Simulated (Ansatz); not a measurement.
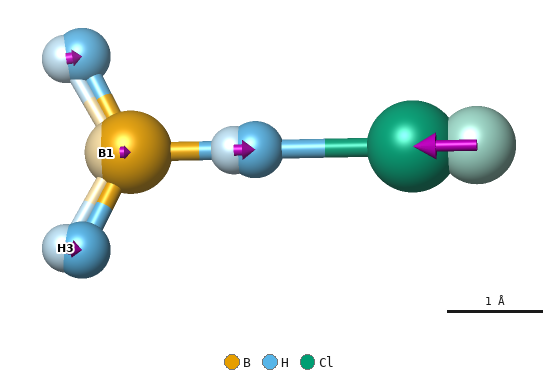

A relaxation of BH$_{3}$Cl (multiplicity 2). The starting structure is drawn faded, the final one solid; purple arrows show the displacements, at their true length. The two geometries are superimposed by the best rigid fit.

Style: ball-and-stick. Shown at a tilt.

The run prepares an end point of a later path (reaction) calculation, from a guessed geometry.

All numbers below come from UKS r2SCAN-D4/cc-pVDZ in Ansatz. Set-up: collinear spin; force threshold 0.03 eV/Å; at most 50 steps.

Question: Which element moves most?

Answer: Chlorine: up to 0.68 Å, against 0.23 Å for hydrogen.

Question: What happened in the run?

Answer: After 6 geometry steps the energy has fallen by 0.248 eV. The largest force component goes from 0.54 to 0.029 eV/Å. The Cl atom moves most after the best rigid fit: 0.68 Å. Largest moves by element: Cl 0.68 Å, H 0.23 Å, B 0.11 Å. Near-neighbour distances that change, for instance: Cl–H 2.563 → 1.660 Å, B–H 1.202 → 1.314 Å, B–H 1.202 → 1.198 Å. New bonds form, among them: Cl–H (2.56 → 1.66 Å). Among the angles between lasting bonds that change: H–B–H 123.5° → 129.3°, H–B–H 118.2° → 115.3°. The run took 14 s on 1 thread of AMD EPYC 9R45 96-Core Processor (Zen 5), on a shared host, peak memory 0.16 GiB.

Limits of the set-up: the start holds two separate molecules, 2.6 Å apart at their closest, whose relative position is a soft coordinate.
